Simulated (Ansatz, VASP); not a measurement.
# Cross-check of GaP between VASP and Ansatz, part 2 of 2

One calculation is typed for both programs; each brings its own data sets and cutoff. How far apart do they land?

VASP 6.6.1 and Ansatz 0.2.0.

So far: The starting structure; Ansatz: band structure, HSE06; VASP: band structure, HSE06.

## 4. Comparison

Known differences besides the PAW data sets themselves: exact exchange at q = 0 is treated differently, which shows on coarse meshes; VASP keeps PBE cores, Ansatz makes them for the functional; the cutoff is 420 eV in Ansatz and 400 eV in VASP; VASP takes a coarser grid for exact exchange (PRECFOCK = Fast). Total energies have different zeros and are not compared.

The two programs side by side:

```
                     quantity  Ansatz   VASP  difference
gap over the path points (eV)   2.317  2.319      -0.003
```

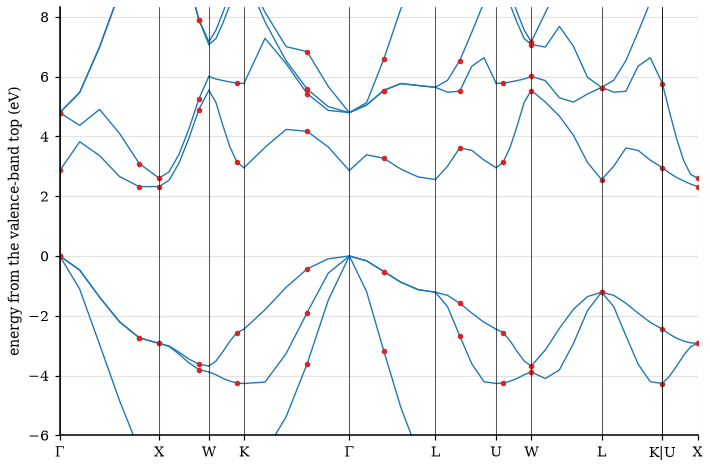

Bands from VASP (lines) and levels from Ansatz (dots). Dots without a line are higher empty bands that the VASP plot leaves out.

Levels at points of the path, from each program's valence-band top (eV; 3 filled, then empty):

```
k (reciprocal lattice)                             Ansatz                               VASP
     0.000 0.000 0.000      0.00 0.00 0.00 2.86 4.79 4.79      0.00 0.00 0.00 2.86 4.80 4.80
     0.400 0.000 0.400  -6.50 -2.74 -2.74 2.32 3.09 10.72  -6.49 -2.74 -2.74 2.32 3.09 10.74
     0.500 0.000 0.500  -7.33 -2.93 -2.93 2.32 2.60 12.08  -7.33 -2.92 -2.92 2.33 2.60 12.10
     0.500 0.200 0.700   -7.11 -3.80 -3.62 4.90 5.25 7.89   -7.11 -3.80 -3.62 4.91 5.26 7.91
     0.400 0.350 0.750   -7.09 -4.25 -2.57 3.14 5.78 9.00   -7.08 -4.25 -2.56 3.14 5.79 9.02
     0.150 0.150 0.300   -3.61 -1.89 -0.43 4.17 5.42 5.58   -3.61 -1.89 -0.43 4.17 5.43 5.59
     0.200 0.200 0.200   -3.17 -0.52 -0.52 3.27 5.54 5.54   -3.17 -0.52 -0.52 3.27 5.54 5.54
     0.550 0.400 0.550   -7.08 -2.67 -1.58 3.62 5.51 6.53   -7.08 -2.67 -1.58 3.62 5.51 6.54
     0.600 0.250 0.650   -7.09 -4.25 -2.57 3.14 5.78 9.00   -7.08 -4.25 -2.56 3.14 5.79 9.02
     0.500 0.250 0.750   -7.08 -3.89 -3.69 5.53 6.01 7.07   -7.08 -3.88 -3.68 5.54 6.01 7.08
```

Among the levels compared (up to four filled and three empty ones at each point), filled levels agree within 5 meV and empty ones within 22 meV.

## 5. Ansatz: band structure, PBE0

The same path points are solved in both programs, so levels can be compared one by one.

input.yaml reads:

```yaml
crystal:
  lattice:
    - [0.0, 2.72525, 2.72525]
    - [2.72525, 0.0, 2.72525]
    - [2.72525, 2.72525, 0.0]
  atoms:
    - { symbol: Ga, position: [0.0, 0.0, 0.0] }
    - { symbol: P, position: [0.25, 0.25, 0.25] }
hamiltonian:
  xc: pbe0
  pseudopotentials: { kind: paw }
kpoints:
  mp_grid: { grid: [4, 4, 4] }
  band_path:
    path:
      - [0.0, 0.0, 0.0]
      - [0.4, 0.0, 0.4]
      - [0.5, 0.0, 0.5]
      - [0.5, 0.2, 0.7]
      - [0.4, 0.35, 0.75]
      - [0.15, 0.15, 0.3]
      - [0.2, 0.2, 0.2]
      - [0.55, 0.4, 0.55]
      - [0.6, 0.25, 0.65]
      - [0.5, 0.25, 0.75]
      - [0.5, 0.5, 0.5]
      - [0.375, 0.375, 0.75]
      - [0.5, 0.0, 0.5]
    npoints: 1
scf:
  occupations: { method: gaussian, width: 0.02 }
  n_extra_bands: 7
output:
  forces: true
  stress: true
  eigenvalues: true
```

The run is started by

```console
ansatz run input.yaml --threads 4 --pin off --max-ram 9216MiB --backend cpu --events-out ev --progress --plain --runs-dir out
```

Numbers of over 12 decimals in the logs are rounded to 6 here.

The program printed:

```text
[...]
Crystal: 2 atoms, lattice volume = 40.481 Å³
Basis set: ecut = 420 eV, 749 PW (Γ), exchange–correlation on 54×54×54 points (8 copies of the dense FFT grid, shifted against one another)
Bands: 16, of which v1, the nominal top of the filled ones, is band 9 counted from 1 (8 counted from 0)
Symmetry: 24 space group operations
[...]
k-points: 8 of 64 (time reversal used)
[...]
--- Band table (eV; the first three rows and the last of 8) ---
  k-point 0: bands = [... 5 lower, -7.5341, 6.3072, 6.3072, 6.3072, 9.8375, 11.7914, 11.7914, 11.7914, ... 3 higher]
  k-point 1: bands = [... 5 lower, -6.6998, 2.1029, 5.5930, 5.5930, 10.0677, 12.7093, 12.7093, 14.4578, ... 3 higher]
  k-point 2: bands = [... 5 lower, -5.2989, -1.0012, 5.0773, 5.0773, 9.5359, 12.6456, 12.6456, 16.2825, ... 3 higher]
  k-point 7: bands = [... 5 lower, -4.2204, -0.8470, 2.3767, 2.5821, 12.5361, 13.0276, 14.0725, 14.1799, ... 3 higher]
[key lines of the parts left out:]
Free energy (F): -4540.708584 eV
Fermi energy:    7.804441 eV
P = ⅓ Tr σ = 0.9053 GPa (9.053 kbar)
```

Elapsed: 10 s, on 4 threads of AMD EPYC 7R13 (Zen 3), shared host; peak memory 0.63 GiB.

For the gap on path, step 4 gave 2.32 eV; this run, with PBE0, gives 2.98 eV.

## 6. VASP: band structure, PBE0

The same cell, functional, mesh and smearing now go to VASP, with its own data sets and cutoff.

INCAR reads:

```
SYSTEM = GaP
PREC = Accurate
ENCUT = 400
EDIFF = 1E-06
NELM = 100
ISMEAR = 0
SIGMA = 0.02
LREAL = .FALSE.
ALGO = Normal
LHFCALC = .TRUE.
AEXX = 0.25
GGA = PE
LASPH = .TRUE.
NBANDS = 15
PRECFOCK = Fast
HFRCUT = -1
LORBIT = 11
LWAVE = .FALSE.
LCHARG = .FALSE.
KPAR = 4
```

POSCAR reads:

```
GaP
1.0
    0.0000000000      2.7252500000      2.7252500000
    2.7252500000      0.0000000000      2.7252500000
    2.7252500000      2.7252500000      0.0000000000
Ga P
1 1
Direct
    0.0000000000      0.0000000000      0.0000000000
    0.2500000000      0.2500000000      0.2500000000
```

KPOINTS reads:

```
Automatic mesh
0
Gamma
4 4 4
0 0 0
```

KPOINTS_OPT reads:

```
Line mode
6
Line-mode
Reciprocal
  0.00000000   0.00000000   0.00000000 GAMMA
  0.50000000   0.00000000   0.50000000 X

  0.50000000   0.00000000   0.50000000 X
  0.50000000   0.25000000   0.75000000 W

  0.50000000   0.25000000   0.75000000 W
  0.37500000   0.37500000   0.75000000 K

  0.37500000   0.37500000   0.75000000 K
  0.00000000   0.00000000   0.00000000 GAMMA

  0.00000000   0.00000000   0.00000000 GAMMA
  0.50000000   0.50000000   0.50000000 L

  0.50000000   0.50000000   0.50000000 L
  0.62500000   0.25000000   0.62500000 U

  0.62500000   0.25000000   0.62500000 U
  0.50000000   0.25000000   0.75000000 W

  0.50000000   0.25000000   0.75000000 W
  0.50000000   0.50000000   0.50000000 L

  0.50000000   0.50000000   0.50000000 L
  0.37500000   0.37500000   0.75000000 K

  0.62500000   0.25000000   0.62500000 U
  0.50000000   0.00000000   0.50000000 X
```

Potentials, in the order of the species: Ga_d and P (PBE family, release 64).

The run is started by

```console
mpirun -np 4 vasp_std
```

The program printed:

```text
[banner, memory and clock lines left out]
running    4 mpi-ranks, on    1 nodes
[...]
LDA part: xc-table for (Slater+PW92), standard interpolation
 found WAVECAR, reading the header
 POSCAR, INCAR and KPOINTS ok, starting setup
[...]
HFRCUT set to (new)   8.520141
 reading WAVECAR
 the WAVECAR file was read successfully
 initial charge from wavefunction
 entering main loop
       N       E                     dE             d eps       ncg     rms          rms(c)
DAV:   1    -0.115658923502E+02   -0.11566E+02   -0.49874E-01   343   0.159E+01    0.132E+00
DAV:   2    -0.115643650797E+02    0.15273E-02   -0.51777E-02   337   0.352E+00    0.108E+00
DAV:   3    -0.115629580530E+02    0.14070E-02   -0.57748E-03   325   0.138E+00    0.640E-01
DAV:   4    -0.115626783584E+02    0.27969E-03   -0.88679E-04   312   0.347E-01    0.344E-01
[...]
DAV:   8    -0.115625485811E+02    0.38606E-05   -0.98512E-07   162   0.901E-03    0.341E-02
DAV:   9    -0.115625470556E+02    0.15255E-05   -0.57799E-07   134   0.612E-03    0.177E-02
DAV:  10    -0.115625464727E+02    0.58290E-06   -0.22350E-07   120   0.377E-03
   1 F= -.11562546E+02 E0= -.11562546E+02  d E =-.530651E-39
 Start KPOINTS_OPT (optional k-point list driver)
k-point batch [1-8\60]
       N       E                     dE             ncg
DAV:   1    -0.336878805171E+03   -0.31219E+04      248
DAV:   2    -0.108127638866E+04   -0.74440E+03      254
DAV:   3    -0.113844083507E+04   -0.57164E+02      303
DAV:   4    -0.113977964933E+04   -0.13388E+01      303
DAV:   5    -0.113980338218E+04   -0.23733E-01      338
DAV:   6    -0.113980409897E+04   -0.71679E-03      364
DAV:   7    -0.113980411961E+04   -0.20641E-04      331
DAV:   8    -0.113980412051E+04   -0.90277E-06      276
[...]
k-point batch [57-60\60]
       N       E                     dE             ncg
DAV:   1     0.223711316948E+04   -0.26440E+04      120
DAV:   2     0.186692215688E+04   -0.37019E+03      127
DAV:   3     0.184144935711E+04   -0.25473E+02      148
DAV:   4     0.184090887182E+04   -0.54049E+00      169
DAV:   5     0.184089901947E+04   -0.98524E-02      177
DAV:   6     0.184089865150E+04   -0.36797E-03      193
DAV:   7     0.184089864778E+04   -0.37189E-05      176
DAV:   8     0.184089864775E+04   -0.31617E-07      144
```

From OUTCAR (step 6):

```text
 POSITION                                       TOTAL-FORCE (eV/Angst)
 -----------------------------------------------------------------------------------
      0.00000      0.00000      0.00000        -0.000000     -0.000000     -0.000000
      1.36262      1.36262      1.36262         0.000000      0.000000      0.000000
 -----------------------------------------------------------------------------------
    total drift:                               -0.000048     -0.000043     -0.000023

  FREE ENERGIE OF THE ION-ELECTRON SYSTEM (eV)
  ---------------------------------------------------
  free  energy   TOTEN  =       -11.5625464727 eV

  energy  without entropy=      -11.5625464727  energy(sigma->0) =      -11.56254647

[... 2 parts as in an earlier step ...]

[... 1 further part left out ...]
[key lines of the parts left out:]
E-fermi :   4.0512
```

## 7. Side by side

The two programs side by side:

```
                     quantity  Ansatz   VASP  difference
gap over the path points (eV)   2.982  2.994      -0.012
```

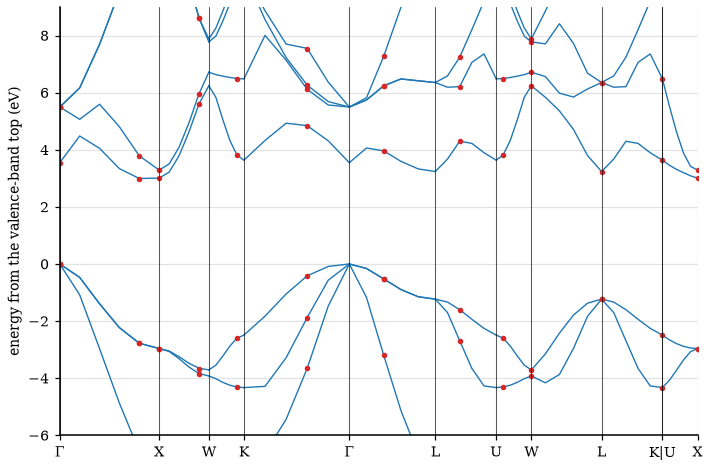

Bands from VASP (lines) and levels from Ansatz (dots). Dots without a line are higher empty bands that the VASP plot leaves out.

Levels at points of the path, from each program's valence-band top (eV; 3 filled, then empty):

```
k (reciprocal lattice)                             Ansatz                               VASP
     0.000 0.000 0.000      0.00 0.00 0.00 3.53 5.48 5.48      0.00 0.00 0.00 3.55 5.50 5.50
     0.400 0.000 0.400  -6.56 -2.77 -2.77 2.98 3.78 11.45  -6.56 -2.77 -2.77 2.99 3.79 11.48
     0.500 0.000 0.500  -7.41 -2.96 -2.96 2.99 3.28 12.81  -7.40 -2.96 -2.96 3.01 3.29 12.83
     0.500 0.200 0.700   -7.18 -3.85 -3.66 5.59 5.95 8.61   -7.18 -3.84 -3.65 5.59 5.95 8.62
     0.400 0.350 0.750   -7.15 -4.32 -2.60 3.81 6.49 9.73   -7.15 -4.31 -2.60 3.82 6.50 9.74
     0.150 0.150 0.300   -3.66 -1.89 -0.41 4.84 6.11 6.26   -3.66 -1.88 -0.42 4.84 6.12 6.26
     0.200 0.200 0.200   -3.20 -0.52 -0.52 3.95 6.23 6.23   -3.20 -0.52 -0.52 3.96 6.24 6.24
     0.550 0.400 0.550   -7.16 -2.69 -1.60 4.29 6.20 7.23   -7.15 -2.69 -1.60 4.30 6.21 7.24
     0.600 0.250 0.650   -7.15 -4.32 -2.60 3.81 6.49 9.73   -7.15 -4.31 -2.60 3.82 6.50 9.74
     0.500 0.250 0.750   -7.15 -3.93 -3.73 6.23 6.72 7.76   -7.15 -3.92 -3.71 6.24 6.72 7.78
```

Among the levels compared (up to four filled and three empty ones at each point), filled levels agree within 14 meV and empty ones within 26 meV.

## 8. What came out

```json
{
  "difference in gap over the path points (band structure, HSE06)": "-0.0027 eV",
  "difference in gap over the path points (band structure, PBE0)": "-0.012 eV"
}
```

**Reading.** The difference in gap over the path points is -0.012 eV (band structure, PBE0), within the 0.08 eV picked in this series as the mark of a large difference. How closely two codes agree says nothing of how well the functional describes the real material.

[Lines on the potential files, build, host, timing and source positions are cut from VASP's logs without a mark.]

[Logs are printed without paths, hosts, clocks, repeated set-up lines and the standing remarks that a program may print on its own settings, such as how far it seeks lower states.]

[Hosts, paths, dates, database ids (printed as entryN), source tags and the programs' standing remarks are cut or masked in the printed files.]
